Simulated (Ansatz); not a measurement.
All values below come from PBE (plane waves to 420 eV, PAW; Ansatz, a first-principles code).

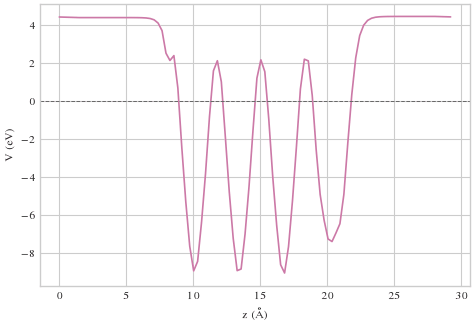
Plane-averaged electrostatic potential energy along the normal, in eV from the Fermi level, for a constructed model of the (111) surface of germanium, (√3x√3)R30° Si adatom at H3 (bottom of the slab: 3 H on 3 bottom sites)

Model: 28-atom slab, 13.3 Å thick at the start with caps and adatoms (thin: gaps and levels are the slab's own), 5x5x1 mesh, Fermi-Dirac 0.025 eV, dipole correction, 6 atoms held, the rest relaxed; symmetry of the start imposed; spin-polarised, no spin-orbit, no U. The slab shows no gap on its mesh. The starting moment vanished. In PBE it lies 0.09 eV a 1x1 cell over the lowest computed structure of the same composition ((√3x√3)R30° Si adatom at T4).

The vacuum level lies 4.44 eV above the Fermi level over the top face and 4.38 eV above it under the bottom face.
